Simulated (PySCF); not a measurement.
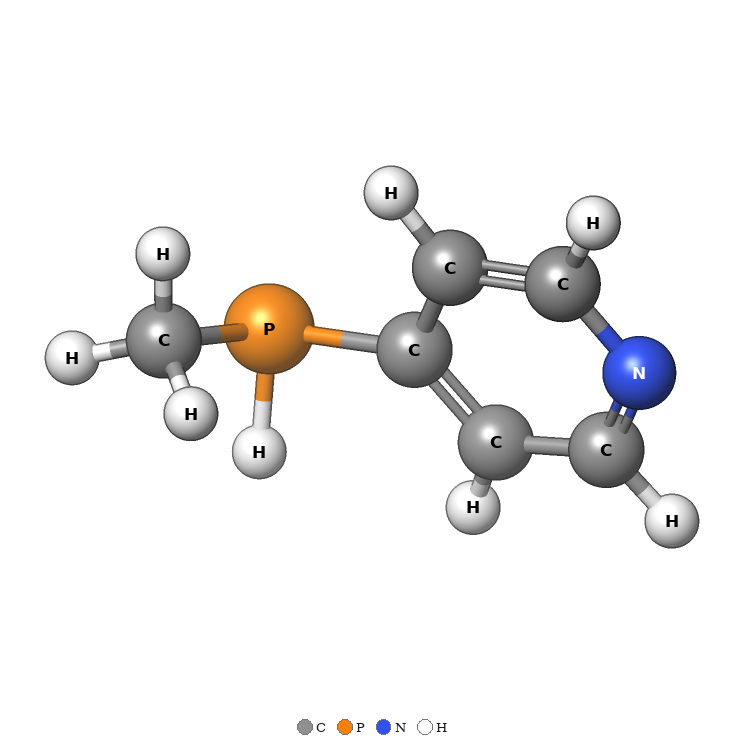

A ball-and-stick model of a molecule. Multiple sticks mark multiple bonds (one Kekulé form).

The computed structure is the end point of a GFN2-xTB optimisation. No frequency run is at hand to confirm it as a minimum.

Which formula does it have?

C₆H₈NP, 16 atoms: 6 carbon, 8 hydrogen, 1 nitrogen and 1 phosphorus.

Count the bonded pairs by element.

7 C–H, 4 C–C, 2 C–P, 2 C–N, 1 P–H.

The parts below concern this one geometry. Atoms keep their numbers from picture to picture.

Geometry

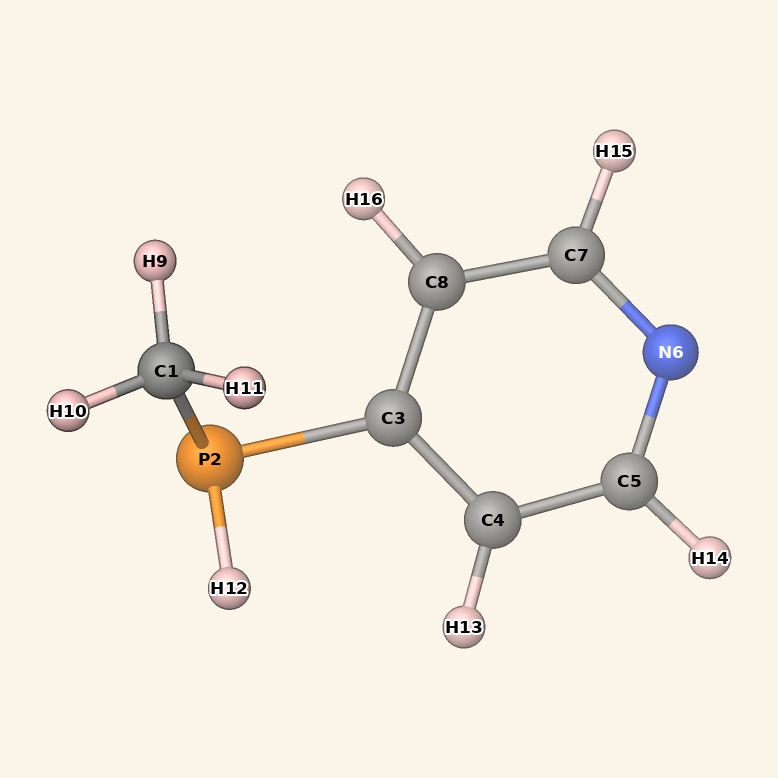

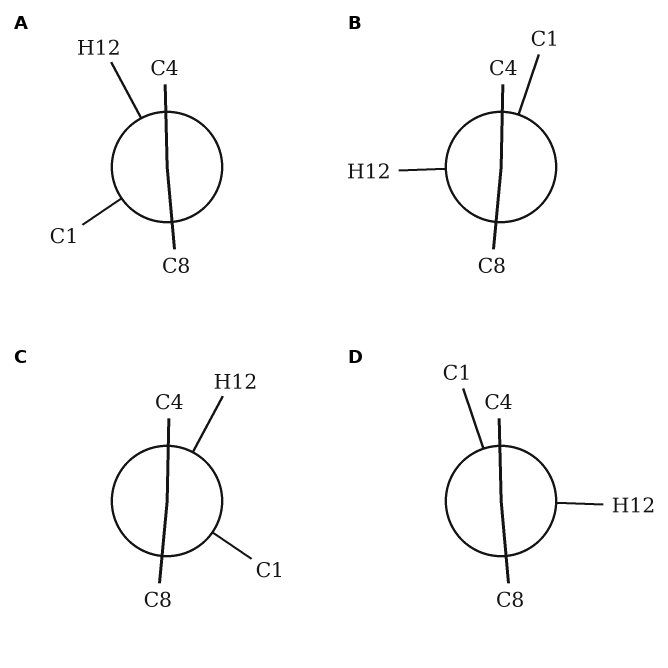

Atoms fade into the background with distance from the viewer. Bonds that would overlap in a projection are set slightly apart. No frequency run is at hand to confirm it as a minimum.

Which Newman projection shows the view along C3–P2, with C3 in front?

C. The torsion angle C4–C3–P2–C1 is 123°, anticlinal.

Dipole moment

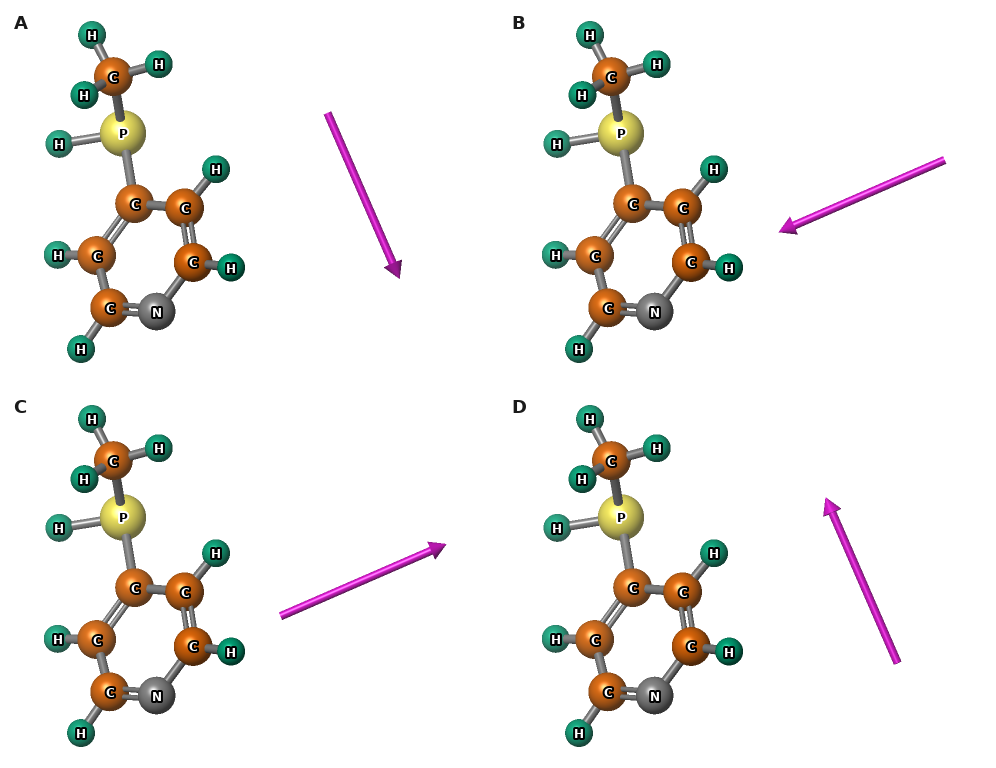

The same molecule four times, each with an arrow. No frequency run is at hand to confirm it as a minimum. Method: ωB97X-D/def2-SVPD, gas phase (PySCF 2.14.0).

Which arrow points along the dipole moment, from the negative to the positive end?

D. The dipole moment is 2.35 D.

Excitation

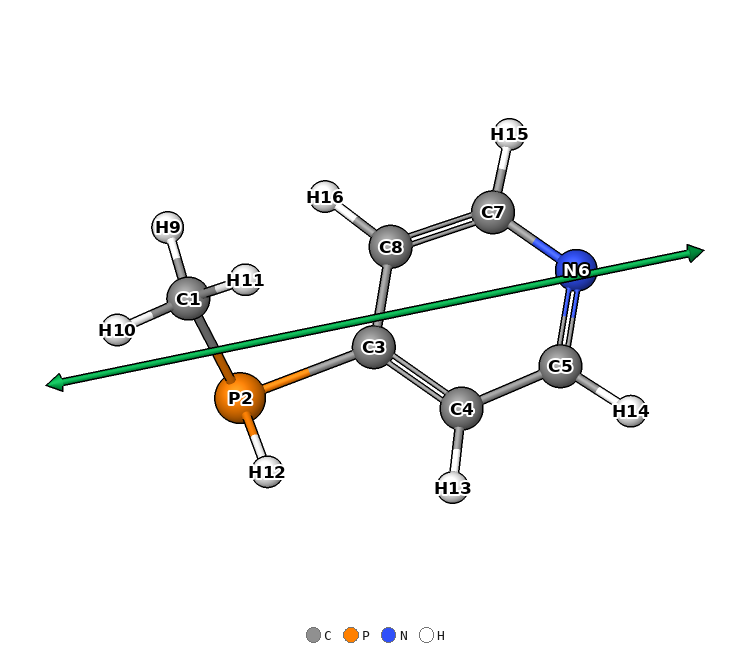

The double arrow shows the direction of the transition dipole to excited singlet state 6 (its length means nothing). No frequency run is at hand to confirm it as a minimum. Method: TDDFT ωB97X-D/def2-SVPD, vertical, gas phase, core orbitals frozen in the response (PySCF 2.14.0).

How is the transition polarised?

Nearly parallel to the C7–C8 bond.

Give its energy, strength and character.

6.59 eV (188 nm), oscillator strength 0.20, mainly HOMO−2 → LUMO+1 (weight 0.67); transition dipole 2.80 D.

Polarisability

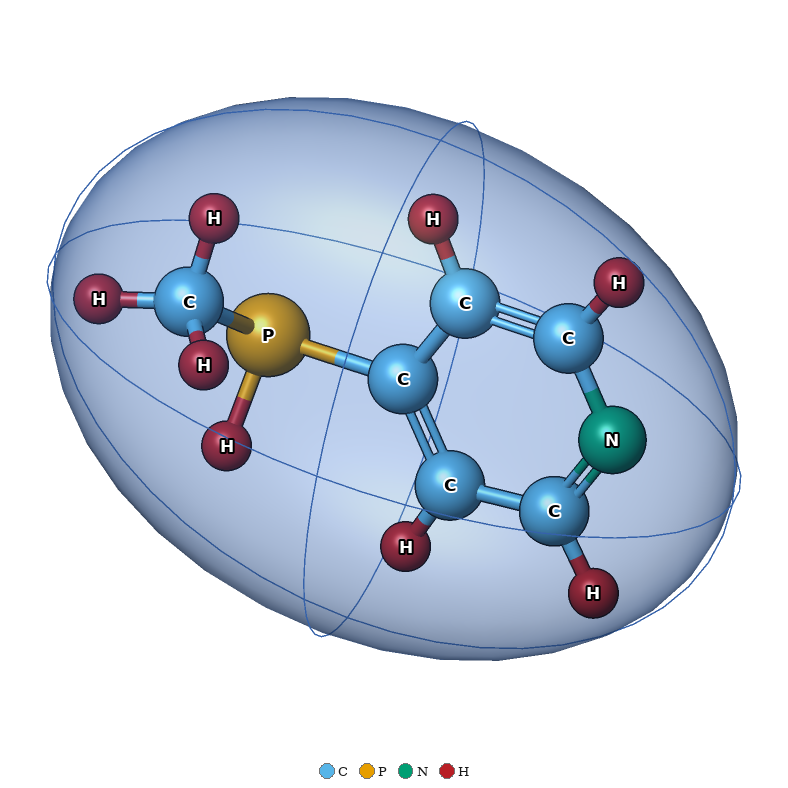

The ellipsoid shows the static dipole polarisability: its half-axes are proportional to the principal values. No frequency run is at hand to confirm it as a minimum. Method: ωB97X-D/def2-SVPD (PySCF 2.14.0).

How large and how anisotropic is the polarisability?

Principal values 70.6, 101.8, 128.4 bohr³; mean 100.3 bohr³ (14.86 Å³); anisotropy 50.1 bohr³, so the longest axis is 1.82 times the shortest.

The geometry is semi-empirical. Around P such bond lengths and angles can be off by a tenth of an ångström or more and by several degrees, and values that hang on the shape move with them.
